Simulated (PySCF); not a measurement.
C₄H₁₂NSi (SMILES CC(C)(N)[CH][SiH3]) (doublet)

```xyz
18

C    -0.6609   -0.9789    1.2777
C    -0.4494   -0.0772    0.0451
C    -1.6417   -0.2635   -0.9192
N    -0.3279    1.2940    0.5226
C     0.8249   -0.4547   -0.6127
Si    2.3678    0.5241   -0.3491
H    -1.6154   -0.7516    1.7496
H     0.1387   -0.7992    1.9904
H    -0.6509   -2.0261    0.9883
H    -1.7236   -1.3010   -1.2331
H    -2.5715    0.0252   -0.4300
H    -1.5063    0.3554   -1.8050
H    -0.2825    1.9365   -0.2591
H    -1.1224    1.5502    1.0987
H     0.8070   -1.3685   -1.1861
H     2.3030    1.8346   -1.0160
H     3.4703   -0.2377   -0.9487
H     2.6320    0.7451    1.0749
```

Geometry: GFN2-xTB.

Theory: UKS B3LYP, pcH-1 on C H N Si, non-relativistic, mean-field spin-orbit, GIAO in PySCF 2.14.0, density-fitted response routines.

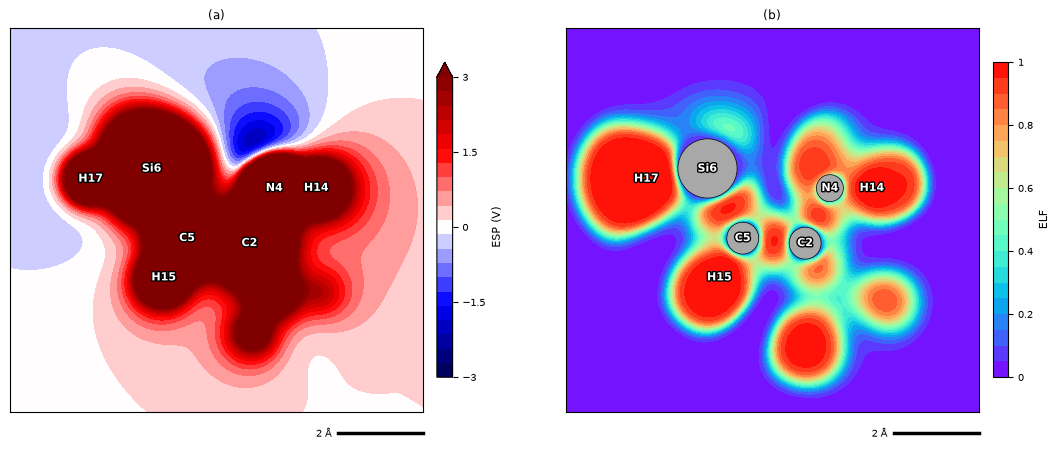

Figure 1. (a) electrostatic potential; (b) ELF on the plane of atoms Si6, C5 and H15. Grey discs cover the atomic cores in the ELF map.

**Describe what can be read from this map.**

- The section cuts through C, N, Si and H sites.
- C–N (1.46 Å): the ELF peaks at about 0.95 between the atoms (a shared electron pair).
- C–C (1.48 Å): the ELF peaks at about 0.95 between the atoms; a shared electron pair.
- C–Si (1.85 Å): the ELF peaks at about 0.95 between the atoms (a covalent bond).
- N–H (1.01 Å): the ELF climbs to about 1 towards the hydrogen, as it does in any bond to H: a covalent bond by its length.
- C–H (1.08 Å): the ELF climbs to about 1 towards the hydrogen (an ordinary covalent bond to hydrogen).
- The ELF also peaks beside N4, away from the bonds: non-bonding electrons, paired or unpaired.
- Outside the dense part of the molecule the potential is most negative (−2.1 V) near N4.

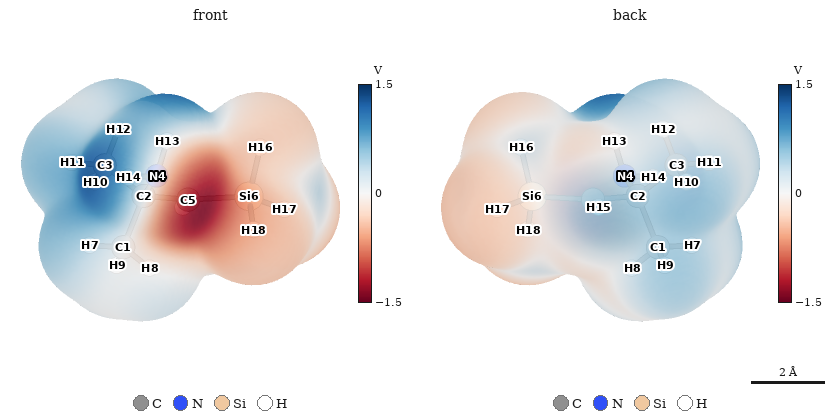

Figure 2. The electrostatic potential painted on the density surface at 0.001 e/bohr³, seen from the front and from behind; red is negative and blue positive.

**Which sites attract a positive test charge, and which a negative one?**

A positive charge is drawn to the negative regions and a negative charge to the positive ones. The most negative region (about −1.3 V, or −30 kcal/mol for a unit charge) lies over N4, the most positive (about +1.2 V, or +28 kcal/mol for a unit charge) over H14. N4 is the likeliest acceptor of a hydrogen bond.
